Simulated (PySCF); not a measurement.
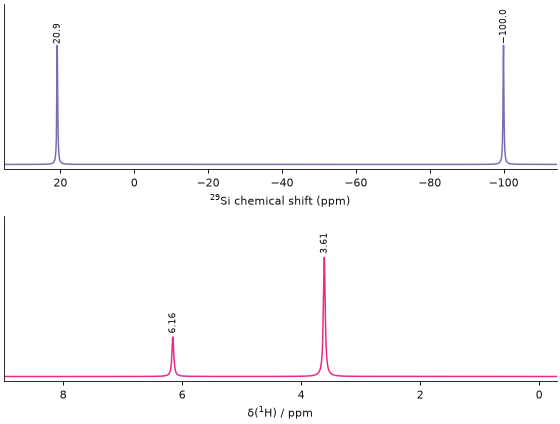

GIAO shifts, B3LYP/pcSseg-2, PySCF, at a PBE0-D3(BJ)/def2-SVP geometry (no frequency check), against TMS for ²⁹Si and TMS for ¹H computed at the same level. Gas phase, fully decoupled, line heights follow the number of nuclei, widths are arbitrary (no quadrupolar broadening); values of one conformer, averaged over methyl-type rotors and exact or near symmetry.

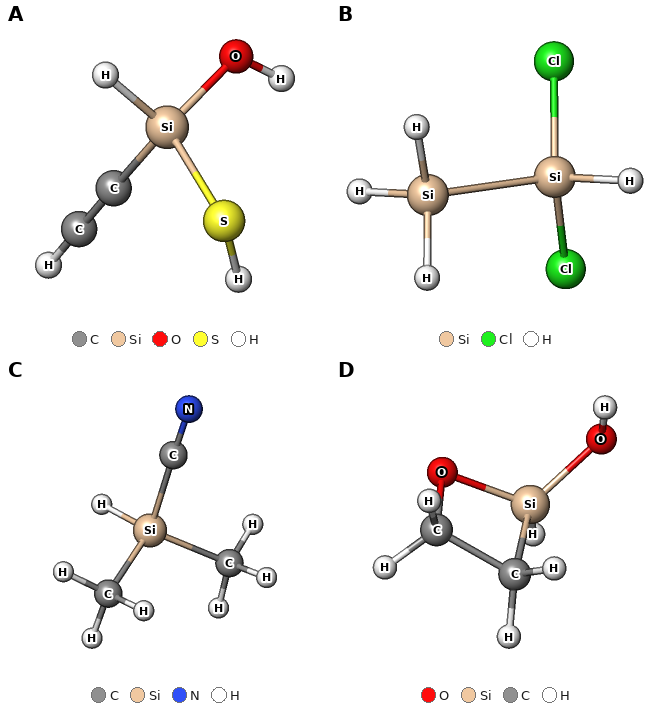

### Which molecule was computed? The candidates are drawn in the second picture.

Structure B, Si₂H₄Cl₂, SMILES [SiH3][SiH](Cl)Cl. Its ²⁹Si signals: 20.9 (1 Si), −100.0 (1 Si) ppm. Its ¹H signals: 6.16 (1 H), 3.61 (3 H) ppm.
